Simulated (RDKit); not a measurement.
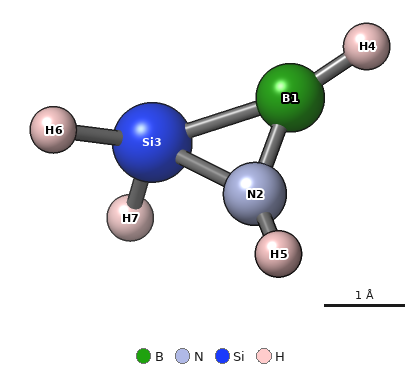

Figure 1. The structure as given in the input (ball-and-stick view, seen at a tilt; atoms are numbered from 1 in the order of the input).

# Property calculation of BSiNH4

- system: BSiNH4, SMILES B1N[SiH2]1
- method: EHT (RDKit 2026.09.1)

The geometry comes from this level: GFN2-xTB.

## The input (ff.py)
```python
import json
import numpy as np
from rdkit import Chem
from rdkit.Chem import AllChem
from rdkit.Chem import rdDetermineBonds
from rdkit.Chem import rdEHTTools

m = Chem.MolFromXYZFile("mol.xyz")
symbols = [a.GetSymbol() for a in m.GetAtoms()]
start = m.GetConformer().GetPositions().copy()

ok, res = rdEHTTools.RunMol(m, keepOverlapAndHamiltonianMatrices=True)
if not ok:
    raise RuntimeError("the extended Hueckel run failed")
eps = np.array(res.GetOrbitalEnergies())
nel = res.numElectrons
homo = (nel + 1) // 2 - 1
print(f"{res.numOrbitals} orbitals, {nel} valence electrons, sum of one-electron energies {res.totalEnergy:.4f} eV")
for i in range(max(0, homo - 8), min(len(eps), homo + 4)):
    print(f"{i + 1:4d} {eps[i]:10.4f} eV", "(HOMO)" if i == homo else "(LUMO)" if i == homo + 1 else "")
q = np.array(res.GetAtomicCharges())
print("Mulliken charges:", " ".join(f"{a}{i + 1}={c:+.3f}" for i, (a, c) in enumerate(zip(symbols, q))))
op = res.GetReducedOverlapPopulationMatrix()
pairs = [(k, i, op[i * (i + 1) // 2 + k]) for i in range(len(symbols)) for k in range(i) if abs(op[i * (i + 1) // 2 + k]) > 0.1]
print("reduced overlap populations above 0.1")
for k, i, p in pairs:
    print(f"  {symbols[k]}{k + 1}-{symbols[i]}{i + 1} {p:7.3f}")
json.dump(dict(symbols=symbols, start=start.tolist(), energy=res.totalEnergy * 23.060548, homo=eps[homo], lumo=eps[homo + 1] if homo + 1 < len(eps) else None, orbital_energies=eps.round(4).tolist(), charges_mulliken=q.tolist(), bond_orders=[[k + 1, i + 1, round(p, 4)] for k, i, p in pairs], nel=nel), open("results.json", "w"))
```

## File mol.xyz
```
7

B     -0.986170    -0.541140    -0.259500
N      0.001450     0.222870    -0.831540
Si     0.426000     0.025230     0.890250
H     -1.965010    -1.048370    -0.624000
H      0.260240     0.620960    -1.719650
H      0.524090     1.339040     1.536760
H      1.739390    -0.618580     1.007690
```

Command:
```bash
python ff.py
```

## The program's output
```
16 orbitals, 16 valence electrons, sum of one-electron energies -272.6899 eV
   1   -28.8212 eV
   2   -19.7512 eV
   3   -17.7171 eV
   4   -15.7017 eV
   5   -15.1030 eV
   6   -13.9066 eV
   7   -13.5860 eV
   8   -11.7582 eV (HOMO)
   9    -7.0333 eV (LUMO)
  10    -3.5495 eV
  11     5.4286 eV
Mulliken charges: B1=+0.530 N2=-0.995 Si3=+0.845 H4=-0.172 H5=+0.222 H6=-0.215 H7=-0.215
reduced overlap populations above 0.1
  B1-N2   0.841
  B1-Si3   0.688
  N2-Si3   0.432
  B1-H4   0.803
  N2-H5   0.727
  Si3-H6   0.739
  Si3-H7   0.739
```

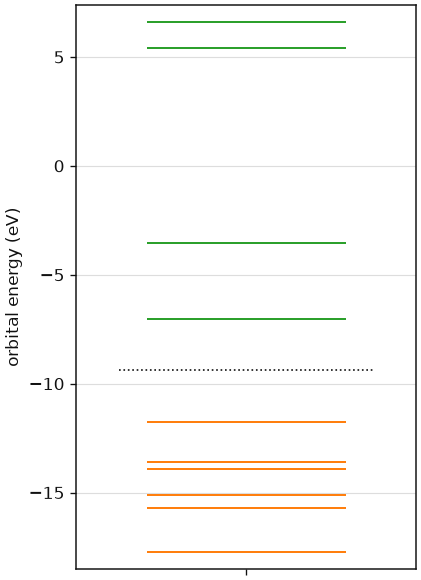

Figure 2. Orbital energies near the frontier; the dotted line parts filled from empty levels, and levels within 0.02 eV of each other stand side by side. Highest filled −11.76 eV, lowest empty −7.03 eV, 4.73 eV apart.

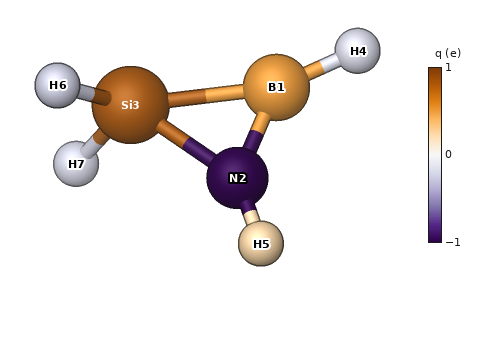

Figure 3. Mulliken charges, as the colour of each atom (ball-and-stick view, seen at a tilt; atoms are numbered from 1 in the order of the input). By element: B +0.53, N −0.99, Si +0.84 and H −0.21 to +0.22 e.

## Key numbers

| quantity | value |
| --- | --- |
| outcome | converged |
| total energy | −10.021168 hartree |
| HOMO | −11.76 eV |
| LUMO | −7.03 eV |
| hardware | 1 thread of Arm Neoverse V2, 24 GiB of memory available, shared host |
| peak memory | 0.073 GiB |
